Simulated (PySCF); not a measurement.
Frequency calculation of CuF$_{3}$

System: CuF$_{3}$, multiplicity 3.
Method: UKS-based PBE0, Cu def2-TZVP, F def2-TZVP; non-relativistic Hamiltonian; density fitting (PySCF 2.14.0).

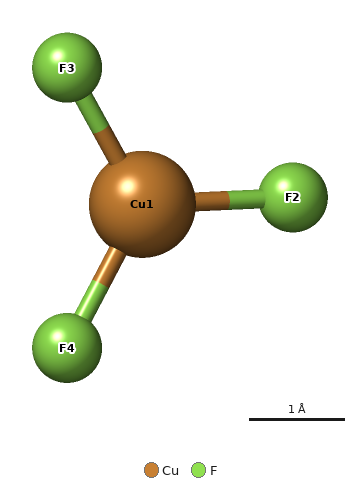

The structure (ball-and-stick view, seen at a tilt; atoms are numbered from 1 in the order of the input). Sticks mark near contacts. Bond lengths as drawn: Cu–F 1.71 Å.

### Key numbers

- outcome: converged
- total energy: −1939.586716 hartree
- ⟨S²⟩: 2.011
- zero-point energy: 0.005393 hartree
- dipole moment: 0.00 D
- wavenumbers, lowest and highest: 99 and 680 cm⁻¹
- hardware: 4 threads of Arm Neoverse V2, 24 GiB of memory available, shared host
- wall time: 40 s (CPU time 2.2 min)
- peak memory: 1.4 GiB

### Input file
```python
from pyscf import gto, scf, dft
mol = gto.M(atom='''
Cu    -0.000000     0.000000    -0.000000
F      1.714299    -0.000000     0.000000
F     -0.857149     1.484626    -0.000000
F     -0.857149    -1.484626     0.000000''',
    basis={'Cu': 'def2-TZVP', 'F': 'def2-TZVP'},
    charge=0, spin=2)
mf = dft.UKS(mol, xc='PBE0')
mf.grids.atom_grid = (75, 302)
aux = {'Cu': 'def2-universal-JKFIT', 'F': 'def2-universal-JKFIT'}
mf = mf.density_fit(auxbasis=aux)
mf.conv_tol = 1e-09
mf.diis_space = 10
mf.max_cycle = 60
mf.verbose = 4
mf.kernel()
```

The script is an equivalent of the set-up of the self-consistent field. The run itself was carried out by a driver, which started from the orbitals of the step before it where there was one and computed the further properties.

Run as:
```bash
OMP_NUM_THREADS=4 python axn.py task.json out
```

### Output
```
init E= -1939.58671596438
  alpha nocc = 29  HOMO = -0.437582409069906  LUMO = -0.0280095134033118
  beta  nocc = 27  HOMO = -0.421272056672265  LUMO = -0.26726201262434
  HOMO = -0.421272056672  LUMO = -0.267262012624  gap/eV = 4.19083
cycle= 1 E= -1939.58671596437  delta_E= 7.73e-12  |g|= 6.82e-06  |ddm|= 2.79e-06
  alpha nocc = 29  HOMO = -0.43758182050892  LUMO = -0.0280092050949534
  beta  nocc = 27  HOMO = -0.42127246380288  LUMO = -0.267260345931919
  HOMO = -0.421272463803  LUMO = -0.267260345932  gap/eV = 4.19088
Extra cycle  E= -1939.58671596425  delta_E= 1.24e-10  |g|= 2.61e-05  |ddm|= 9.82e-06
converged SCF energy = -1939.58671596425  <S^2> = 2.0105606  2S+1 = 3.0070322
```

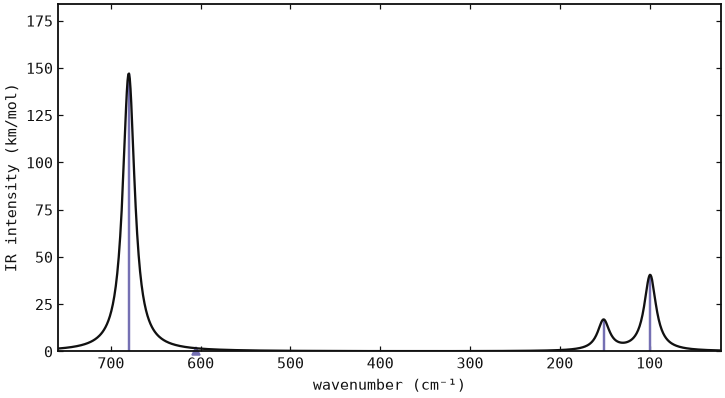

Harmonic infrared spectrum, unscaled: sticks (degenerate modes added up, dark ones marked on the axis) with a Lorentzian envelope of 16 cm⁻¹ full width, scaled to the tallest stick. 6 modes from 99 to 680 cm⁻¹, none imaginary. The strongest line is at 680 cm⁻¹ (147 km/mol). All modes, in cm⁻¹ (km/mol): 99 (40), 151 (8.0), 151 (8.0), 605 (0.0), 680 (74), 680 (74).

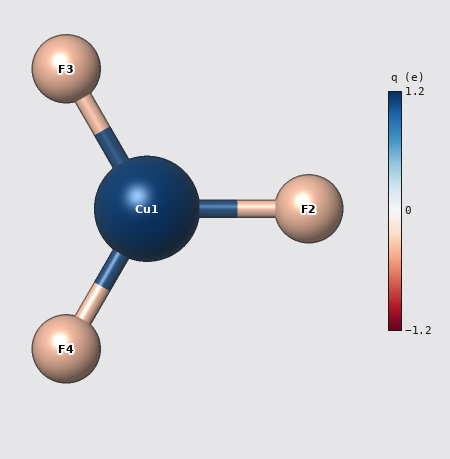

Mulliken charges, as the colour of each atom (ball-and-stick view, seen on its broad side; atoms are numbered from 1 in the order of the input). By element: Cu +1.15 and F −0.38 e.
